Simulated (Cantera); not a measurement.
A closed system holds: 1 mol CuF2, a varied amount of H2O, 0.11 mol H2, equilibrated at 1927 °C and 750 Torr.

Equilibrium computed with Cantera from the NASA thermochemical tables; the gas is ideal and each condensed phase is pure. Candidate condensed phases: Cu, CuF2, CuO, Cu(OH)2, Cu2O, H2O; 27 gas species. Each liquid is taken as pure. Mutual solubility and eutectic melting of coexisting phases are not modelled. Rates play no part.

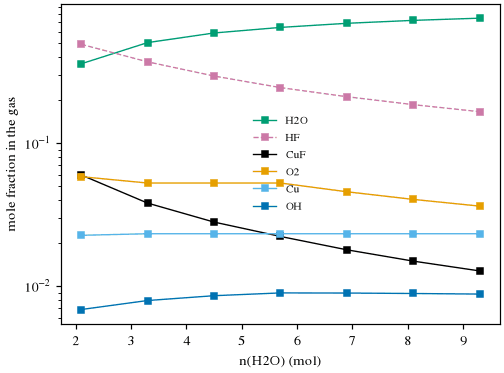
*Equilibrium gas composition (values under 1e-9 drawn at 1e-9)*

At 2.1 mol H2O the condensed part is Cu2O(l). From 3.3 mol H2O to 5.7 mol H2O the condensed part is Cu(l) + Cu2O(l). From 6.9 mol H2O to 9.3 mol H2O the condensed part is Cu(l). The main Cu-bearing gas is CuF at 2.1 mol H2O and Cu at 9.3 mol H2O. The share of Cu in condensed phases is highest at 2.1 mol H2O (69.7 %) and lowest at 9.3 mol H2O (58.9 %).
